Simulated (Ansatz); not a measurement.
# ClH5OSi2: vertical spin-state energies from a Python script

A script is to give vertical spin-state energies; the system is ClH5OSi2. SMILES: O[SiH]([SiH3])Cl.

All numbers are computed with Ansatz 0.2.0 through its Python package. Level of theory: r2SCAN+D4/6-31G.

### 1 The structure

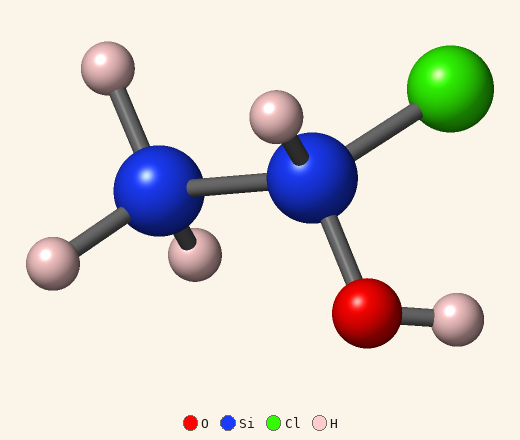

The structure that the script starts from, seen from a chosen angle (oxygen red, silicon blue, chlorine green, hydrogen pink).

clh5osi2.xyz, read by the script:

```xyz
9

O     0.60640    1.14900   -1.51520
Si   -0.21390    0.84660   -0.09550
Si    0.30890   -1.22250    0.73510
Cl   -2.11970    0.96820   -0.59390
H    -0.03340    1.33780   -2.29850
H     0.06230    1.95740    0.87130
H     1.81760   -1.29970    1.08900
H     0.08160   -2.28340   -0.24340
H    -0.42130   -1.49970    2.03400
```

### 2 The code

spin_clh5osi2.py reads:

```python
'''Gap between spin states of ClH5OSi2 at one geometry.'''

import ansatz as az

BASIS = '6-31G'
XC = 'r2SCAN'
DISPERSION = 'd4'


def main() -> None:
    system = az.Crystal.molecule_from_extxyz('clh5osi2.xyz')

    job = (
        system.calculation()
        .basis(gaussian=BASIS)
        .functional(XC, dispersion=DISPERSION)
    )
    found = {}
    for unpaired in [0, 2]:
        rep = job.spin('collinear', total=unpaired).run(threads=1).report
        s = unpaired / 2
        found[unpaired] = rep['free_energy_ev']
        print(f'2S+1 = {unpaired + 1}: E = {found[unpaired]:.5f} eV, <S^2> = {abs(rep["mean_field"]["state"]["spin_squared"]):.3f} (pure state {s * (s + 1):.2f})')
    lowest = min(found, key=found.get)
    for unpaired, e in found.items():
        print(f'multiplicity {unpaired + 1}: {23.060548 * (e - found[lowest]):.1f} kcal/mol above the lowest')


if __name__ == '__main__':
    main()
```

### 3 Running it

Launch:

```
python spin_clh5osi2.py
```

**Question.** Which spin state is lowest at this geometry, and how far above lie the others?

As calculated:

| quantity | value |
| --- | --- |
| runs compared | 2 |
| lowest | run 1 (2S+1 = 1) |
| next above it by | 5.924 eV |

In order: multiplicity 1 (+0.00 eV) and multiplicity 3 (+5.92 eV), all at the one geometry. The geometry is a force-field or estimated start, not a minimum of this method, and the basis set is short of its limit. All parts are taken at fixed geometry, without zero-point energy.
